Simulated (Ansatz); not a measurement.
# ClFGaH3: two geometries relaxed, part 1 of 2

Aim: relax the geometries before and after the reaction (ligand exchange), and see whether they are two minima and how far apart in energy. Meant to form: Ga1–F5, H6–Cl2; to break: Ga1–Cl2, H6–F5. The start is a guess near the saddle point, from which both ends are pulled out.

Method: RKS PBE0/def2-SVP, in Ansatz 0.2.0.

## 1. The starting structure

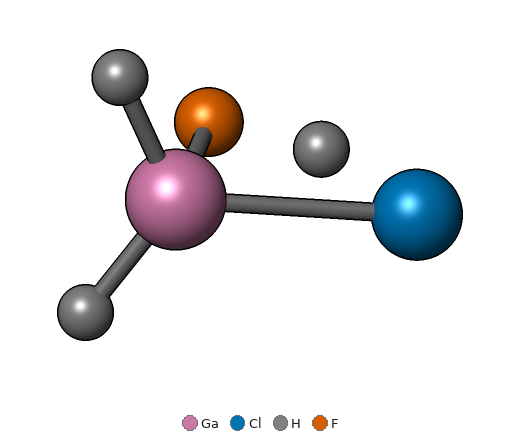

Start, viewed from a chosen angle; gallium pink, chlorine blue, hydrogen grey, fluorine orange.

As a file:

```xyz
6

Ga    0.0000    0.0000    0.0000
Cl    0.0000    0.0000    2.5900
H     1.3596    0.0000   -0.7850
H    -1.3596    0.0000   -0.7850
F     0.0836   -1.8961    0.6306
H     0.0624   -1.4154    1.7691
```

## 2. Pulling towards end A

Springs on the bonds that form and break draw the guess towards this end; the thresholds are loose.

File input.yaml:

```yaml
crystal:
  periodic: [false, false, false]
  atoms:
    - { symbol: Ga, position_ang: [0.0, 0.0, 0.0] }
    - { symbol: Cl, position_ang: [0.0, 0.0, 2.59] }
    - { symbol: H, position_ang: [1.3596, 0.0, -0.785] }
    - { symbol: H, position_ang: [-1.3596, 0.0, -0.785] }
    - { symbol: F, position_ang: [0.0836, -1.8961, 0.6306] }
    - { symbol: H, position_ang: [0.0624, -1.4154, 1.7691] }
basis:
  gaussian: { orbitals: def2-SVP }
hamiltonian:
  xc: pbe0
relax:
  f_tol: 0.15
  max_steps: 25
  restrain:
    - { distance: [0, 4], at: 2.9, k: 30.0 }
    - { distance: [5, 1], at: 2.57, k: 30.0 }
    - { distance: [0, 1], at: 2.24, k: 30.0 }
    - { distance: [5, 4], at: 0.92, k: 30.0 }
output:
  orbitals: {}
```

Started as:

```console
> ansatz run input.yaml --threads 1 --pin off --max-ram 2048MiB --backend cpu --events-out ev --progress --plain --runs-dir out
```

Log, cut to the lines that bear on the results:

```text
Warning: RAYON_NUM_THREADS=1 ignored (pool sized by the plan → 1); use --threads N
[...]
Functional definition: PBE0
[...]
817 factors; integrals over basis functions are off by at most 3.6e-4 eV
[...]
mean field -67640.59868637 eV, -2485.7461532796 hartree, gradient 1.6e-5 eV, S^2 0.000000; 0 other end points of the search recorded, 0 dependent functions left out
[...]
reference -67640.59871326 eV, -2485.7461542677 hartree; 30, 30 occupied and 49, 49 virtual orbitals, 817 factors
relax step   1: F+E_penalty+E_count = -67640.59868637 eV  Δ(F+E_penalty+E_count) = +0.000e0 eV  max|allowed force component| = 1.876e0 eV/Å  E_restraint = 28.53217086 eV  max|allowed force component, restraints' pulls added| = 2.792e1 eV/Å  Δτ_max = 0.0000 Å  (25 SCF iters, accepted)
[...]
relax step   7: F+E_penalty+E_count = -67641.21556160 eV  Δ(F+E_penalty+E_count) = -2.076e-2 eV  max|allowed force component| = 5.418e-1 eV/Å  E_restraint = 0.00467174 eV  max|allowed force component, restraints' pulls added| = 3.133e-1 eV/Å  Δτ_max = 0.0540 Å  (27 SCF iters, accepted)
[...]
relax step   8: F+E_penalty+E_count = -67641.21957236 eV  Δ(F+E_penalty+E_count) = -4.011e-3 eV  max|allowed force component| = 5.230e-1 eV/Å  E_restraint = 0.00591694 eV  max|allowed force component, restraints' pulls added| = 2.257e-2 eV/Å  Δτ_max = 0.0223 Å  (28 SCF iters, accepted)
  distance Ga 0 - F 4 = 2.8894 Å
  distance H 5 - Cl 1 = 2.5652 Å
  distance Ga 0 - Cl 1 = 2.2252 Å
  distance H 5 - F 4 = 0.9263 Å
818 factors; integrals over basis functions are off by at most 4.4e-4 eV
mean field -67641.21957236 eV, -2485.7689704190 hartree, gradient 5.3e-6 eV, S^2 0.000000; 1 other end points of the search recorded, 0 dependent functions left out
[...]
reference -67641.21959894 eV, -2485.7689713957 hartree; 30, 30 occupied and 49, 49 virtual orbitals, 818 factors
Total energy: -67641.21959894 eV, -2485.7689713957 hartree
Atom 0 at    -0.003566     0.257420    -0.040881 Å, force     0.008888    -0.267651     0.522996 eV/Å
Atom 1 at    -0.004494     0.453553     2.175610 Å, force     0.006090    -0.169740    -0.456434 eV/Å
Atom 2 at     1.422063     0.294683    -0.662950 Å, force    -0.018688     0.002527     0.006147 eV/Å
Atom 3 at    -1.432583     0.229675    -0.656013 Å, force     0.020180    -0.000895     0.005588 eV/Å
Atom 4 at     0.086807    -2.477694     0.886335 Å, force    -0.010418     0.224563    -0.268358 eV/Å
Atom 5 at     0.077773    -2.069137     1.717599 Å, force    -0.006052     0.211196     0.190061 eV/Å
Dipole moment:    -0.001536     0.057858    -0.177455 e Å
```

Wall time 27 s (1 thread of Arm Neoverse V2, shared host); peak memory 0.16 GiB.

The steps of the relaxation:

```
step  energy from step 1 (eV)  largest force component (eV/Å)
   1                   0.0000                          1.8762
   2                  -0.0977                          2.5704
   3                  -0.1399                          2.0527
   4                  -0.2448                          1.8273
   5                  -0.5961                          0.6317
  6x                  -0.5933                          1.0110
   7                  -0.6169                          0.5418
   8                  -0.6209                          0.5230
```

Step 1 is the start. 1 step was tried and not accepted (marked x). Energies and forces in the table leave out the springs, which the log lists apart; the run stops on the force with the springs' pull added.

After: Bond lengths: Ga1–Cl2 2.225 Å, Ga1–H3 1.556 Å, Ga1–H4 1.556 Å, F5–H6 0.926 Å. Angles: Cl2–Ga1–H3 113.4°, Cl2–Ga1–H4 113.3°, H3–Ga1–H4 133.1°.

Pairs that crossed the distance rule for bonds on the way: came closer F5–H6; moved apart Ga1–F5.

## 3. Relaxing end A

It starts where the restrained run ended.

File input.yaml:

```yaml
crystal:
  periodic: [false, false, false]
  atoms:
    - { symbol: Ga, position_ang: [-0.003566, 0.25742, -0.040881] }
    - { symbol: Cl, position_ang: [-0.004494, 0.453553, 2.17561] }
    - { symbol: H, position_ang: [1.422063, 0.294683, -0.66295] }
    - { symbol: H, position_ang: [-1.432583, 0.229675, -0.656013] }
    - { symbol: F, position_ang: [0.086807, -2.477694, 0.886335] }
    - { symbol: H, position_ang: [0.077773, -2.069137, 1.717599] }
basis:
  gaussian: { orbitals: def2-SVP }
hamiltonian:
  xc: pbe0
relax:
  f_tol: 0.03
  max_steps: 50
output:
  orbitals: {}
```

Started as:

```console
> ansatz run input.yaml --threads 1 --pin off --max-ram 2048MiB --backend cpu --events-out ev --progress --plain --runs-dir out
```

Log, cut to the lines that bear on the results:

```text
Warning: RAYON_NUM_THREADS=1 ignored (pool sized by the plan → 1); use --threads N
[...]
[... 1 set-up line as earlier in the session ...]
[...]
813 factors; integrals over basis functions are off by at most 4.6e-4 eV
[...]
mean field -67641.21958581 eV, -2485.7689709132 hartree, gradient 5.4e-5 eV, S^2 0.000000; 0 other end points of the search recorded, 0 dependent functions left out
[...]
reference -67641.21961185 eV, -2485.7689718701 hartree; 30, 30 occupied and 49, 49 virtual orbitals, 813 factors
relax step   1: F+E_penalty+E_count = -67641.21958581 eV  Δ(F+E_penalty+E_count) = +0.000e0 eV  max|allowed force component| = 5.229e-1 eV/Å  Δτ_max = 0.0000 Å  (24 SCF iters, accepted)
[...]
relax step   6: F+E_penalty+E_count = -67641.47364324 eV  Δ(F+E_penalty+E_count) = -1.143e-3 eV  max|allowed force component| = 7.844e-2 eV/Å  Δτ_max = 0.0195 Å  (28 SCF iters, accepted)
[...]
813 factors; integrals over basis functions are off by at most 4.8e-4 eV
[...]
mean field -67641.47425473 eV, -2485.7783298232 hartree, gradient 4.2e-6 eV, S^2 0.000000; 1 other end points of the search recorded, 0 dependent functions left out
[...]
reference -67641.47428143 eV, -2485.7783308047 hartree; 30, 30 occupied and 49, 49 virtual orbitals, 813 factors
Total energy: -67641.47428143 eV, -2485.7783308047 hartree
Atom 0 at     0.006688     0.004769     0.026280 Å, force     0.000824    -0.004682    -0.003978 eV/Å
Atom 1 at     0.006791     0.267202     2.250697 Å, force    -0.000444    -0.000476     0.004108 eV/Å
Atom 2 at     1.425194     0.156696    -0.592424 Å, force     0.000895    -0.001143     0.000749 eV/Å
Atom 3 at    -1.422296     0.075086    -0.582842 Å, force    -0.001211    -0.001050     0.000786 eV/Å
Atom 4 at     0.068699    -2.085478     0.715733 Å, force    -0.000930     0.012396     0.009133 eV/Å
Atom 5 at     0.060925    -1.729775     1.602255 Å, force     0.000866    -0.005045    -0.010798 eV/Å
Dipole moment:     0.003081    -0.134088    -0.155569 e Å
```

Run time: 24 s. Hardware: 1 thread of Arm Neoverse V2, shared host; peak memory 0.16 GiB.

Relaxation path:

```
step  energy from step 1 (eV)  largest force component (eV/Å)
   1                   0.0000                          0.5229
   2                  -0.1215                          0.3354
   3                  -0.2319                          0.5166
   4                  -0.2395                          0.4654
   5                  -0.2529                          0.1481
   6                  -0.2541                          0.0784
   7                  -0.2547                          0.0124
```

Step 1 is the start.

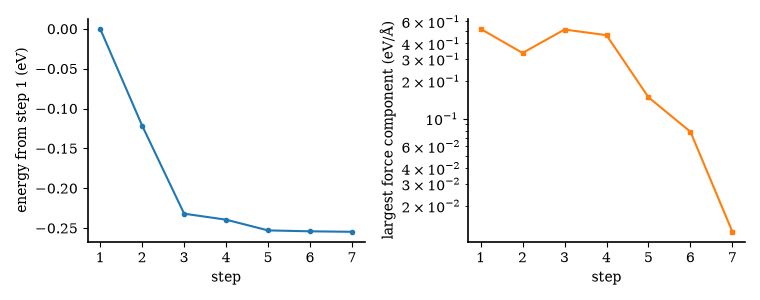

Energy and largest force along the relaxation.

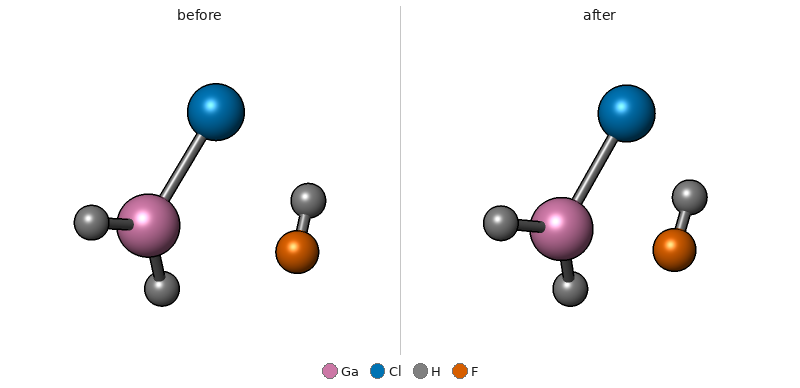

Before and after, at one scale.

After: Bond lengths: Ga1–Cl2 2.240 Å, Ga1–H3 1.555 Å, Ga1–H4 1.555 Å, F5–H6 0.955 Å. Angles: Cl2–Ga1–H3 112.6°, Cl2–Ga1–H4 112.6°, H3–Ga1–H4 132.7°.

## 4. A restrained relaxation towards end B

Springs on the bonds that form and break draw the guess towards this end; the thresholds are loose.

File input.yaml:

```yaml
crystal:
  periodic: [false, false, false]
  atoms:
    - { symbol: Ga, position_ang: [0.0, 0.0, 0.0] }
    - { symbol: Cl, position_ang: [0.0, 0.0, 2.59] }
    - { symbol: H, position_ang: [1.3596, 0.0, -0.785] }
    - { symbol: H, position_ang: [-1.3596, 0.0, -0.785] }
    - { symbol: F, position_ang: [0.0836, -1.8961, 0.6306] }
    - { symbol: H, position_ang: [0.0624, -1.4154, 1.7691] }
basis:
  gaussian: { orbitals: def2-SVP }
hamiltonian:
  xc: pbe0
relax:
  f_tol: 0.15
  max_steps: 25
  restrain:
    - { distance: [0, 4], at: 1.7, k: 30.0 }
    - { distance: [5, 1], at: 1.37, k: 30.0 }
    - { distance: [0, 1], at: 3.44, k: 30.0 }
    - { distance: [5, 4], at: 2.12, k: 30.0 }
```

Started as:

```console
> ansatz run input.yaml --threads 1 --pin off --max-ram 2048MiB --backend cpu --events-out ev --progress --plain --runs-dir out
```

Log:

```text
Warning: RAYON_NUM_THREADS=1 ignored (pool sized by the plan → 1); use --threads N
The last accepted step is kept in <dir> (removed where the run ends without a failure and the disk answers)
Engine: ansatz 0.2.0, aarch64-unknown-linux-gnu
[... 1 set-up line as earlier in the session ...]
  parameter a = 0.25
  parameter kappa = 0.804
  parameter beta = 0.06672455060314922
  exchange = (1 - a)*pbe_x(kappa = kappa, mu = beta*pi^2/3) + a*exact_x
  correlation = pbe_c(beta = beta)
817 factors; integrals over basis functions are off by at most 3.6e-4 eV
mean field evaluation 1: about -67638.8146 eV, gradient 3.3e1 eV
mean field evaluation 2: about -67636.4574 eV, gradient 5.3e1 eV
mean field evaluation 4: about -67640.5851 eV, gradient 1.7e0 eV
mean field evaluation 8: about -67640.5987 eV, gradient 7.8e-2 eV
mean field -67640.59868637 eV, -2485.7461532796 hartree, gradient 1.6e-5 eV, S^2 0.000000; 0 other end points of the search recorded, 0 dependent functions left out
the calculation of the forces begins
reference -67640.59871326 eV, -2485.7461542677 hartree; 30, 30 occupied and 49, 49 virtual orbitals, 817 factors
relax step   1: F+E_penalty+E_count = -67640.59868637 eV  Δ(F+E_penalty+E_count) = +0.000e0 eV  max|allowed force component| = 1.876e0 eV/Å  E_restraint = 24.98155482 eV  max|allowed force component, restraints' pulls added| = 2.710e1 eV/Å  Δτ_max = 0.0000 Å  (25 SCF iters, accepted)
  distance Ga 0 - F 4 = 2.0000 Å
  distance H 5 - Cl 1 = 1.6374 Å
  distance Ga 0 - Cl 1 = 2.5900 Å
  distance H 5 - F 4 = 1.2360 Å
these checks for a lower state are left out or cut short: starts, cluster_reference, orbital_swaps, neighbouring_geometries, increment
817 factors; integrals over basis functions are off by at most 4.1e-4 eV
mean field evaluation 16: about -67639.5990 eV, gradient 1.5e1 eV
mean field -67640.34642984 eV, -2485.7368830232 hartree, gradient 8.4e-6 eV, S^2 0.000000; 0 other end points of the search recorded, 0 dependent functions left out
the calculation of the forces begins
reference -67640.34645765 eV, -2485.7368840451 hartree; 30, 30 occupied and 49, 49 virtual orbitals, 817 factors
relax step   2: F+E_penalty+E_count = -67640.34642984 eV  Δ(F+E_penalty+E_count) = +2.523e-1 eV  max|allowed force component| = 1.997e0 eV/Å  E_restraint = 10.10218972 eV  max|allowed force component, restraints' pulls added| = 1.954e1 eV/Å  Δτ_max = 0.1950 Å  (33 SCF iters, accepted)
  distance Ga 0 - F 4 = 1.9107 Å
  distance H 5 - Cl 1 = 1.5221 Å
  distance Ga 0 - Cl 1 = 2.9375 Å
  distance H 5 - F 4 = 1.5254 Å
these checks for a lower state are left out or cut short: starts, cluster_reference, orbital_swaps, neighbouring_geometries, increment
817 factors; integrals over basis functions are off by at most 7.8e-4 eV
mean field -67640.56904502 eV, -2485.7450639801 hartree, gradient 9.9e-6 eV, S^2 0.000000; 0 other end points of the search recorded, 0 dependent functions left out
the calculation of the forces begins
reference -67640.56907304 eV, -2485.7450650099 hartree; 30, 30 occupied and 49, 49 virtual orbitals, 817 factors
relax step   3: F+E_penalty+E_count = -67640.56904502 eV  Δ(F+E_penalty+E_count) = -2.226e-1 eV  max|allowed force component| = 1.446e0 eV/Å  E_restraint = 2.21182369 eV  max|allowed force component, restraints' pulls added| = 8.379e0 eV/Å  Δτ_max = 0.1948 Å  (32 SCF iters, accepted)
  distance Ga 0 - F 4 = 1.8066 Å
  distance H 5 - Cl 1 = 1.3862 Å
  distance Ga 0 - Cl 1 = 3.1780 Å
  distance H 5 - F 4 = 1.8608 Å
these checks for a lower state are left out or cut short: starts, cluster_reference, orbital_swaps, neighbouring_geometries, increment
817 factors; integrals over basis functions are off by at most 9.9e-4 eV
mean field evaluation 32: about -67640.6214 eV, gradient 1.0e1 eV
mean field -67640.78914205 eV, -2485.7531523968 hartree, gradient 2.7e-5 eV, S^2 0.000000; 0 other end points of the search recorded, 0 dependent functions left out
the calculation of the forces begins
reference -67640.78917068 eV, -2485.7531534489 hartree; 30, 30 occupied and 49, 49 virtual orbitals, 817 factors
relax step   4: F+E_penalty+E_count = -67640.78914205 eV  Δ(F+E_penalty+E_count) = -2.201e-1 eV  max|allowed force component| = 1.321e0 eV/Å  E_restraint = 0.07248735 eV  max|allowed force component, restraints' pulls added| = 1.113e0 eV/Å  Δτ_max = 0.1944 Å  (28 SCF iters, accepted)
  distance Ga 0 - F 4 = 1.7309 Å
  distance H 5 - Cl 1 = 1.3211 Å
  distance Ga 0 - Cl 1 = 3.4090 Å
  distance H 5 - F 4 = 2.0971 Å
these checks for a lower state are left out or cut short: starts, cluster_reference, orbital_swaps, neighbouring_geometries, increment
817 factors; integrals over basis functions are off by at most 1.0e-3 eV
mean field -67640.82460481 eV, -2485.7544556291 hartree, gradient 2.1e-5 eV, S^2 0.000000; 0 other end points of the search recorded, 0 dependent functions left out
the calculation of the forces begins
reference -67640.82463353 eV, -2485.7544566846 hartree; 30, 30 occupied and 49, 49 virtual orbitals, 817 factors
relax step   5: F+E_penalty+E_count = -67640.82460481 eV  Δ(F+E_penalty+E_count) = -3.546e-2 eV  max|allowed force component| = 1.066e0 eV/Å  E_restraint = 0.05006908 eV  max|allowed force component, restraints' pulls added| = 5.060e-1 eV/Å  Δτ_max = 0.1822 Å  (27 SCF iters, accepted)
  distance Ga 0 - F 4 = 1.7386 Å
  distance H 5 - Cl 1 = 1.3346 Å
  distance Ga 0 - Cl 1 = 3.4194 Å
  distance H 5 - F 4 = 2.1070 Å
these checks for a lower state are left out or cut short: starts, cluster_reference, orbital_swaps, neighbouring_geometries, increment
817 factors; integrals over basis functions are off by at most 8.8e-4 eV
mean field -67640.79660888 eV, -2485.7534267977 hartree, gradient 5.5e-6 eV, S^2 0.000000; 0 other end points of the search recorded, 0 dependent functions left out
the calculation of the forces begins
reference -67640.79663746 eV, -2485.7534278478 hartree; 30, 30 occupied and 49, 49 virtual orbitals, 817 factors
relax step   6: F+E_penalty+E_count = -67640.79660888 eV  Δ(F+E_penalty+E_count) = +2.800e-2 eV  max|allowed force component| = 1.459e0 eV/Å  E_restraint = 0.04073559 eV  max|allowed force component, restraints' pulls added| = 1.199e0 eV/Å  Δτ_max = 0.1902 Å  (28 SCF iters, rejected (line search))
  distance Ga 0 - F 4 = 1.7464 Å
  distance H 5 - Cl 1 = 1.3598 Å
  distance Ga 0 - Cl 1 = 3.4396 Å
  distance H 5 - F 4 = 2.1415 Å
these checks for a lower state are left out or cut short: starts, cluster_reference, orbital_swaps, neighbouring_geometries, increment
817 factors; integrals over basis functions are off by at most 1.0e-3 eV
mean field -67640.84788229 eV, -2485.7553110606 hartree, gradient 1.2e-5 eV, S^2 0.000000; 0 other end points of the search recorded, 0 dependent functions left out
the calculation of the forces begins
reference -67640.84791088 eV, -2485.7553121114 hartree; 30, 30 occupied and 49, 49 virtual orbitals, 817 factors
relax step   7: F+E_penalty+E_count = -67640.84788229 eV  Δ(F+E_penalty+E_count) = -2.328e-2 eV  max|allowed force component| = 1.052e0 eV/Å  E_restraint = 0.04134090 eV  max|allowed force component, restraints' pulls added| = 5.386e-2 eV/Å  Δτ_max = 0.0890 Å  (28 SCF iters, accepted)
  distance Ga 0 - F 4 = 1.7372 Å
  distance H 5 - Cl 1 = 1.3337 Å
  distance Ga 0 - Cl 1 = 3.4350 Å
  distance H 5 - F 4 = 2.1144 Å
817 factors; integrals over basis functions are off by at most 1.0e-3 eV
mean field evaluation 64: about -67640.7839 eV, gradient 5.4e0 eV
mean field -67640.84788229 eV, -2485.7553110606 hartree, gradient 1.2e-5 eV, S^2 0.000000; 1 other end points of the search recorded, 0 dependent functions left out
the calculation of the forces begins
reference -67640.84791088 eV, -2485.7553121114 hartree; 30, 30 occupied and 49, 49 virtual orbitals, 817 factors
Total energy: -67640.84791088 eV, -2485.7553121114 hartree
Atom 0 at     0.021528    -0.374473    -0.500950 Å, force    -0.024538     1.051858    -0.343234 eV/Å
Atom 1 at     0.019655    -0.071745     2.920733 Å, force     0.005304    -0.986979    -0.641506 eV/Å
Atom 2 at     1.438330     0.180506    -0.836941 Å, force    -0.010183    -0.007719    -0.010535 eV/Å
Atom 3 at    -1.421556     0.129094    -0.805210 Å, force     0.012117    -0.009233    -0.012041 eV/Å
Atom 4 at     0.058623    -1.908296     0.313799 Å, force     0.017867    -0.982870     0.658571 eV/Å
Atom 5 at     0.029420    -1.266586     2.328269 Å, force    -0.000567     0.934943     0.348745 eV/Å
Dipole moment:    -0.006730     0.110957    -0.270789 e Å
```

Wall time 24 s (1 thread of Arm Neoverse V2, shared host); peak memory 0.15 GiB.

Step by step:

```
step  energy from step 1 (eV)  largest force component (eV/Å)
   1                   0.0000                          1.8762
   2                   0.2523                          1.9973
   3                   0.0296                          1.4457
   4                  -0.1905                          1.3206
   5                  -0.2259                          1.0656
  6x                  -0.1979                          1.4591
   7                  -0.2492                          1.0519
```

Step 1 is the start. 1 step was tried and not accepted (marked x). Energies and forces in the table leave out the springs, which the log lists apart; the run stops on the force with the springs' pull added.

After: Bond lengths: Ga1–H3 1.558 Å, Ga1–H4 1.558 Å, Ga1–F5 1.737 Å, Cl2–H6 1.334 Å. Angles: H3–Ga1–H4 133.2°, H3–Ga1–F5 113.3°, H4–Ga1–F5 113.4°.

Pairs that crossed the distance rule for bonds on the way: came closer Cl2–H6; moved apart Ga1–Cl2.

(Continued in part 2 of 2.)
